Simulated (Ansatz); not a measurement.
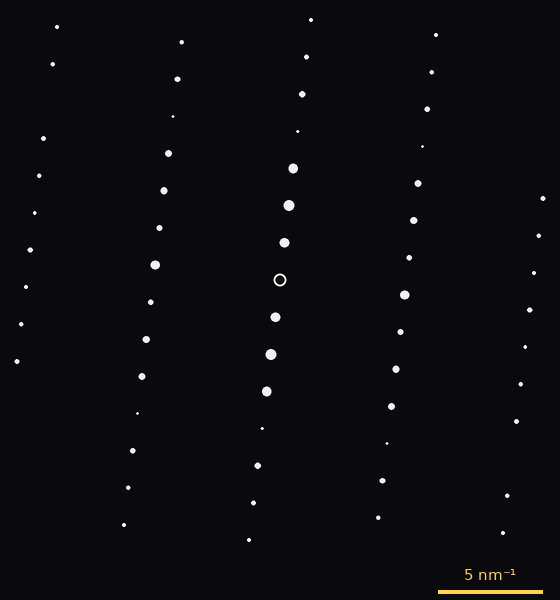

Computed electron diffraction pattern, 300 kV, single scattering only, B = 0.8 Å².

**Describe the geometry of this pattern.**

The spots form a rectangular net whose two shortest vectors correspond to d = 5.54 Å and 1.65 Å, 90.0° apart.

**What is the point symmetry of the pattern, intensities included?**

2mm. A zero-layer kinematic pattern is always centrosymmetric (Friedel's law).

**Which crystal and zone produced it?**

This cannot be fixed from one zone alone; the pattern is [001] of P, space group Cmce (No. 64), a = 3.298 Å, b = 11.085 Å, c = 4.570 Å. The net vectors are 0 2 0 and 2 0 0. Structure: the end point of a relaxation at fixed volume with DFT r2SCAN, scalar-relativistic, plane waves, PAW (Ansatz 0.2.0).
